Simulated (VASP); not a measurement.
Band structure of ScC (relaxed from the CsCl type structure, space group Pm-3m). Computed with LDA (Ceperley-Alder, Perdew-Zunger), VASP's LDA PAW potentials (set 64) (plane waves; VASP).

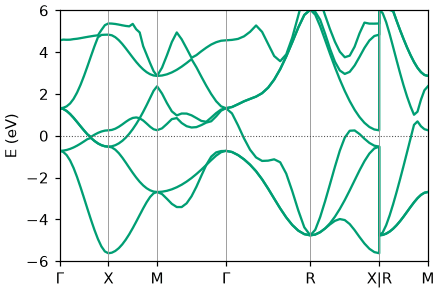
*Bands along high-symmetry lines, zero at the valence-band maximum or, without a gap, the Fermi level*

Question: Read the plot: is there a gap, and where are the band edges?

Answer: It has no gap at this level: it comes out as a metal or semimetal. (Edges off the drawn lines would not show.)

The structure was generated: ScC was put into the CsCl type type (Pm-3m), which need not be its known phase. It was relaxed first, which changed the volume by -32 %. The electron count is odd and the run is not spin-polarised, which forces a metal.
